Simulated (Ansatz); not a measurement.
HfNH₄F₃: nudged elastic band (part 2 of 2)

The same run, continued: HfNH₄F₃; RKS PBE-D4/def2-SVP (Ansatz 0.2.0). The run did not end well. One setting was made poor on purpose. It belongs to a series of runs on one base structure; here: band between the two ends.

Geometry of the input (Å):
```
Hf 0.1702  0.0132  0.1916
N  0.2956  -0.0246  2.2184
H  -0.4846  -0.0697  2.8828
H  1.1723  0.0062  2.7518
F  1.9915  -0.0140  -0.4133
F  -0.7136  1.6274  -0.3923
F  -0.8125  -1.5234  -0.4433
H  -2.6068  -0.3819  1.1288
H  -2.6086  0.3785  1.2505
```

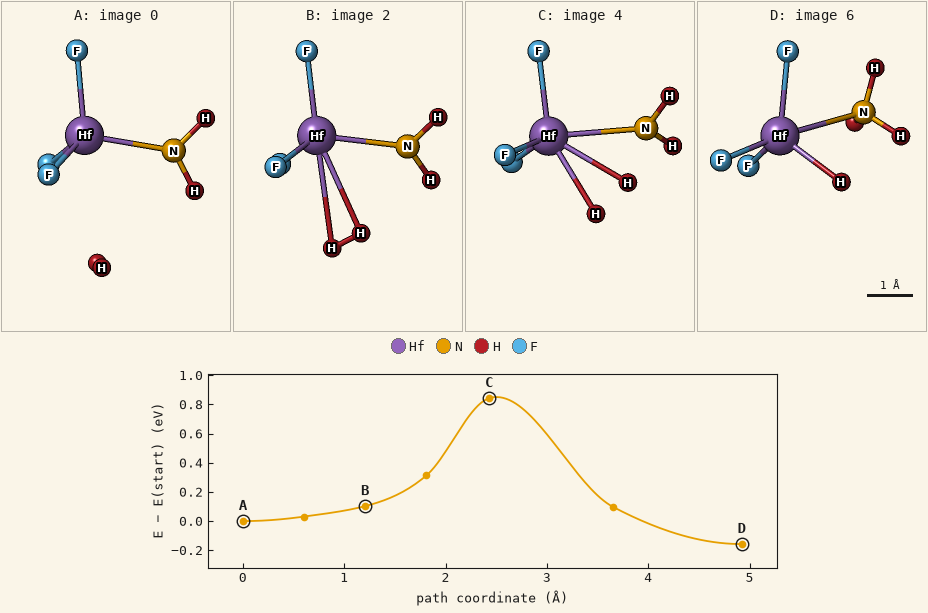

Fig. 1: Images of the last band (counted from 0; ball-and-stick, seen on its broad side) above the energy along the path; the line is a cubic interpolation that uses the forces. The highest image is number 4, 0.843 eV above the start and 1.000 eV above the end (the climbing image); the end lies 0.158 eV below the start. The path is 4.92 Å long. The band had not converged after 60 iterations.

```
Unfinished report: {"positions_ang":[[-0.27396638166386694,-0.0973958792134801,0.08049363142926204],[-0.11376359364948996,-0.07748057633369239,2.267405469862984],[-0.4870272608335904,-0.8096798033179816,2.8855269530369574],[0.5810631882395503,0.470549394050628,2.79208904921206],[1.6278678424107478,0.10396015939330518,-0.13510448804341135],[-0.7545728996019768,1.4530364297768013,-0.9513996388298867],[-0.7765029179844519,-1.7740491364452546,-0.7101909083688163],[-2.0489354258542822,0.3568761509354982,1.1114676874737643],[-1.350663541062638,0.3856832711541767,1.8346122342270847]],"unchecked":["starts","cluster_reference","orbital_swaps","neighbouring_geometries","increment"],"mean_field":{"relativity":"none","state":{"energy":{"ev":-11002.509163298748,"hartree":-404.33475398266194},"converged":true,"gradient_ev":0.000024549634231373012,"stability":{"kind":"minimum","curvature_ev":75.98201765104534},"curvature_floor_ev":0.00030000000000000003,"spin_squared":-4.973799150320701e-14},"others":[],"fillings":{"estimated":0,"unestimated":0,"tried":0,"untried":0,"excluded_magnetic_sites":0},"n_dropped_functions":0,"n_trapped_functions":0,"passes":{"evaluations":4,"products":27},"factors":{"origin":"density fitting in generated functions","count":1162,"bound_ev":null},"gradient_stop_ev":0.00009,"reference_kind":"stationary","functional":{"name":"PBE","citations":["Perdew, Burke & Ernzerhof, Phys. Rev. Lett. 77, 3865 (1996) doi:10.1103/PhysRevLett.77.3865"],"text":"name \"PBE\"\ncite \"Perdew, Burke & Ernzerhof, Phys. Rev. Lett. 77, 3865 (1996) doi:10.1103/PhysRevLett.77.3865\"\nparent pbe\nparameter kappa = 0.804\nparameter beta = 0.06672455060314922\nexchange = pbe_x(kappa = kappa, mu = beta*pi^2/3)\ncorrelation = pbe_c(beta = beta)\n","parameters":{"beta":{"value":0.06672455060314922,"default":0.06672455060314922},"kappa":{"value":0.804,"default":0.804}},"final_grid":{"core_spheres":13.0,"valence_spheres":11.0,"degree":36.0},"final_grid_parameter_source":"default","radial_points_factor":1.0,"radial_grid_error_ev":3.125828648923977e-7,"grid_sensitivity":"normal","grid_sensitivity_ratio":0.001870803151768979},"unsmoothed_excess_ev":-0.00007582297108747768,"symmetry":{"irreps":["A"],"axes":[[0.9993245564152008,-0.036748209389549785,7.226598542877169e-6],[0.03674583176026615,0.9992576236237575,-0.01157348167350997],[0.00041808349421742315,0.011565929986934065,0.9999330249920387]],"occupied":[{"A":25},{"A":25}]},"density_repulsion":{"missed_ev":0.00007218615074835458,"excess_ev":0.00007213872718372375,"most_excess_ev":0.00065,"are_drawn_again":false,"n_first_factors":1162,"energy_change_ev":0.0,"n_dropped_ends":0},"direct_passes":"host"},"factors":{"origin":"density fitting in generated functions","count":1162,"bound_ev":null},"n_frozen":0,"n_occupied":[25,25],"n_virtual":[83,83],"reference":{"ev":-11002.509163298748,"hartree":-404.33475398266194},"dispersion":{"energy":{"ev":-0.1360460198307719,"hartree":-0.004999599013476585},"switches_in_reach":[]},"total":{"ev":-11002.645209318578,"hartree":-404.3397535816754},"forces_ev_per_angstrom":[[0.06692835736093786,-0.0037383602971894844,0.07682665142135543],[0.0793003144641406,-0.05373375507624467,-0.025884183137642416],[0.0967491116972322,-0.03057765698375122,0.011636695348851284],[0.04619273019220111,-0.012101447231293692,-0.028918198024739803],[0.06274960251008255,-0.009330780051340918,0.006855665768067108],[0.006782879694919466,-0.025795016264988955,0.029724015979253643],[0.007513292284087085,0.029610587926632445,0.04175646987881312],[-0.1535083164299592,0.08104775402905318,0.07846128711869763],[-0.21270797176905942,0.024618673949381185,-0.1904584043523686]],"charge_distribution":{"dipole_moment_e_ang":[-0.041539317719060595,-0.09232793285241327,0.7835236707590212],"mulliken_charges_e":[1.103022787533364,-0.4345673168765414,0.15264842386421562,0.1599313746040899,-0.29919129543970335,-0.2939673144254158,-0.29171529012652897,-0.23331538540358943,0.13715401627005364],"lowdin_charges_e":[-0.43493511239919513,0.11581089286350732,0.04030084410416168,0.045145909551750574,0.06087941920221773,0.0644585300136491,0.06569391044119222,-0.03885945104241695,0.0815050572651127]},"n_threads":2,"memory_gib":2.556818182580173,"seconds":{"hamiltonian":2.376819803,"orbitals":0.0,"second_order":0.0,"solver_start":0.0,"cycles":0.0,"cycle":0.0,"perturbative":0.0,"full_ci_increment":0.0,"forces":0.0}}
this run last wrote the band of iteration 60 to [file]
Error: NEB band did not converge after 60 iterations: max|band force component| = 1.96e-1 eV/Å (threshold 3.0e-2); raise `neb.max_iterations` in a new run, which can start from the last band evaluated (`neb.initial_path`, with `crystal.atoms` and `neb.final_atoms` set to its first and last images), add images, or start from endpoints closer to local minima. Where this run's directory can be resumed (`checkpoint.write`), a resume goes on for up to `neb.max_iterations` more; to start a new run from the last band, take its images' positions from the `neb_iteration` event of iteration 60 (`data.images[].positions_ang`), in the event stream of the run that computed that iteration (not this run's, if it was resumed behind it). With `checkpoint.write`, `steps/00-neb/state/checkpoint.json` in the run directory holds the last saved band, under `neb.evaluated.images[].positions_ang` (a band under a hybrid functional on support functions is neither saved nor resumed: `neb.initial_path` says where its path is): check the last entry of `neb.iterations` there, which is earlier than 60 if that iteration was not saved or its write failed. If the band's step has no `state` directory and holds `state.next`, a write was cut short, and the file is under `state.next` instead (behind a loss of power it can be under `state.prev`)
this run wrote the band of iteration 60 to [file] as well, whether or not its events were kept: a new run's `neb.initial_path` can list its `images[].positions_ang`
a run's events are kept only if it was started with --events-out <file>, and are in that file
```

The last band as extended XYZ (Å, eV, eV/Å):
```
9
Properties=species:S:1:pos:R:3:forces:R:3 image=0 energy=-11003.48773
Hf    0.1702    0.0132    0.1916    0.0006   0.0053  -0.0012
N     0.2956   -0.0246    2.2184   -0.0006  -0.0001  -0.0044
H    -0.4846   -0.0697    2.8828    0.0003   0.0007   0.0040
H     1.1723    0.0062    2.7518   -0.0002  -0.0023   0.0023
F     1.9915   -0.0140   -0.4133    0.0009  -0.0010  -0.0005
F    -0.7136    1.6274   -0.3923   -0.0011  -0.0024  -0.0004
F    -0.8125   -1.5234   -0.4433    0.0007  -0.0002   0.0002
H    -2.6068   -0.3819    1.1288   -0.0014   0.0156   0.0038
H    -2.6086    0.3785    1.2505    0.0008  -0.0158  -0.0038
9
Properties=species:S:1:pos:R:3:forces:R:3 image=1 energy=-11003.45717
Hf    0.0743   -0.0055    0.1977    0.0141   0.0006  -0.0027
N     0.2041   -0.0244    2.2347    0.0162   0.0007  -0.0101
H    -0.5465   -0.2298    2.9029    0.0237  -0.0086   0.0029
H     1.0623    0.1465    2.7722    0.0302   0.0110  -0.0281
F     1.8964   -0.0055   -0.4003    0.0226  -0.0093   0.0204
F    -0.7438    1.6086   -0.4769    0.0232   0.0175   0.0233
F    -0.8671   -1.5533   -0.4750   -0.0029   0.0034   0.0115
H    -2.4525   -0.2434    0.9725   -0.0495  -0.0459   0.0157
H    -2.2237    0.3183    1.4469   -0.0777   0.0306  -0.0328
9
Properties=species:S:1:pos:R:3:forces:R:3 image=2 energy=-11003.38546
Hf    0.0112   -0.0515    0.1867    0.0511  -0.0037  -0.0001
N     0.1384   -0.0751    2.2377    0.0416   0.0071  -0.0205
H    -0.5259   -0.5021    2.8941    0.0526  -0.0068  -0.0076
H     0.9206    0.2925    2.7921    0.0584   0.0191  -0.0388
F     1.8402    0.0515   -0.3754    0.0553  -0.0340  -0.0032
F    -0.7863    1.5231   -0.6010    0.0452   0.0356   0.0810
F    -0.8320   -1.6437   -0.5015    0.0066  -0.0022   0.0396
H    -2.4104    0.0872    0.9833   -0.1503  -0.0373  -0.0157
H    -1.9523    0.3297    1.5587   -0.1603   0.0222  -0.0348
9
Properties=species:S:1:pos:R:3:forces:R:3 image=3 energy=-11003.17407
Hf   -0.1092   -0.1016    0.1586    0.1875  -0.0028   0.0902
N     0.0632   -0.1332    2.2318    0.1848  -0.0657  -0.0507
H    -0.4914   -0.7112    2.8767    0.0667   0.0370  -0.0095
H     0.7429    0.3913    2.7936    0.1218  -0.0192  -0.0208
F     1.7370    0.0596   -0.3076    0.1388  -0.0549  -0.1108
F    -0.7883    1.4550   -0.7701    0.0222   0.0152   0.1792
F    -0.8282   -1.7332   -0.5762   -0.0071   0.0431   0.1253
H    -2.2451    0.3556    1.1057   -0.2783   0.0319  -0.0116
H    -1.6774    0.4293    1.6624   -0.4363   0.0154  -0.1913
9
Properties=species:S:1:pos:R:3:forces:R:3 image=4 energy=-11002.64513
Hf   -0.2740   -0.0974    0.0805    0.0669  -0.0037   0.0768
N    -0.1138   -0.0775    2.2674    0.0793  -0.0537  -0.0259
H    -0.4870   -0.8097    2.8855    0.0967  -0.0306   0.0116
H     0.5811    0.4705    2.7921    0.0462  -0.0121  -0.0289
F     1.6279    0.1040   -0.1351    0.0628  -0.0093   0.0069
F    -0.7546    1.4530   -0.9514    0.0068  -0.0258   0.0297
F    -0.7765   -1.7740   -0.7102    0.0075   0.0296   0.0418
H    -2.0489    0.3569    1.1115   -0.1535   0.0810   0.0785
H    -1.3507    0.3857    1.8346   -0.2127   0.0246  -0.1905
9
Properties=species:S:1:pos:R:3:forces:R:3 image=5 energy=-11003.39132
Hf   -0.3857    0.0027   -0.0766   -0.0542   0.0297  -0.0418
N    -0.2461   -0.1605    2.3235   -0.0346  -0.0190   0.0091
H    -0.4311   -1.0524    2.8037    0.0622  -0.0603  -0.0180
H     0.5225    0.3131    2.8199    0.0415  -0.0557  -0.0681
F     1.4765    0.4997    0.1735   -0.0827   0.0851   0.1461
F    -0.7769    1.1791   -1.5402    0.0332  -0.0886  -0.1765
F    -0.7044   -1.8421   -0.5214   -0.0075   0.0014   0.0100
H    -1.9425    0.6676    0.7801   -0.0065   0.1017  -0.1058
H    -1.1089    0.4043    2.4123    0.0485   0.0057   0.2451
9
Properties=species:S:1:pos:R:3:forces:R:3 image=6 energy=-11003.64529
Hf   -0.4078    0.1879   -0.0907    0.0123  -0.0065  -0.0017
N    -0.3232   -0.2643    2.3206   -0.0074   0.0046  -0.0067
H    -0.3708   -1.2697    2.5400    0.0027  -0.0055   0.0005
H     0.5330    0.0983    2.7643    0.0061   0.0013   0.0012
F     1.2897    1.0125    0.3368   -0.0143  -0.0109  -0.0014
F    -0.6638    0.6694   -1.9358   -0.0027   0.0007   0.0065
F    -0.6452   -1.7323   -0.1102    0.0048   0.0148   0.0030
H    -1.8917    1.1290    0.5462    0.0006   0.0014  -0.0034
H    -1.1166    0.1807    2.8036   -0.0022   0.0001   0.0020
```

What the run reported:

| quantity | value |
| --- | --- |
| outcome | not converged |
| barrier, forward (band not converged) | 0.843 eV |
| barrier, backward | 1.000 eV |
| hardware | 2 threads of Arm Neoverse V1, 24 GiB of memory available, shared host |
| wall time | 12 min (CPU time 24 min) |
| peak memory | 0.16 GiB |

Diagnosis:

The run did not converge: “NEB band did not converge after 60 iterations: max|band force component| = 1.96e-1 eV/Å (threshold 3.0e-2); raise `neb.max_iterations` in a new run, which can start from the last band evaluated (`neb.initial_path`, with `crystal.atoms` and `neb.final_atoms` set to its first and last images), add images, or start from endpoints closer to local minima …” Its last values are not results. A deliberately poor setting: step length.
